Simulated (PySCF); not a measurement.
Al(OH)3(OH2), H5AlO4, singlet at its PBE0/def2-SVP optimised geometry (Å):

```
10

Al    -0.6133    -0.0154     0.0000
O     -1.5295     1.4554     0.0000
H     -1.6243     2.0523    -0.7416
O     -1.3486    -1.4306    -0.6703
H     -0.8608    -2.0523    -1.2111
O      1.0987    -0.0154     0.0000
H      1.6243     0.7339     0.2807
O     -1.4339    -0.4071     1.7552
H     -1.9177    -1.2087     1.4896
H     -2.0819     0.3196     1.7622
```

Calculation: PBE0/def2-TZVP (PySCF). Cells within 0.4 Å of a nucleus heavier than hydrogen are left out (blank, or x).

Map of the electron localisation function on the plane z = 0.0 Å:

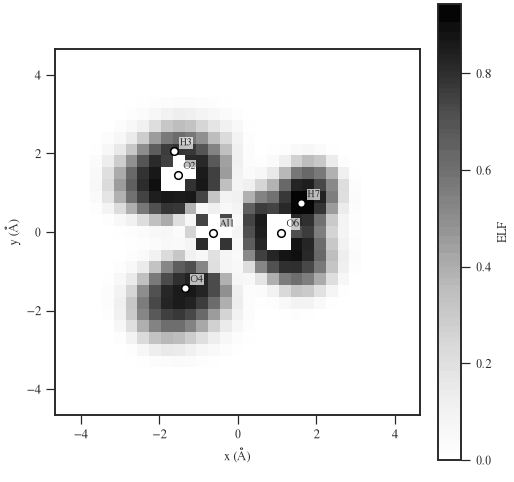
*Electron localisation function on the plane z = 0.0 Å.*
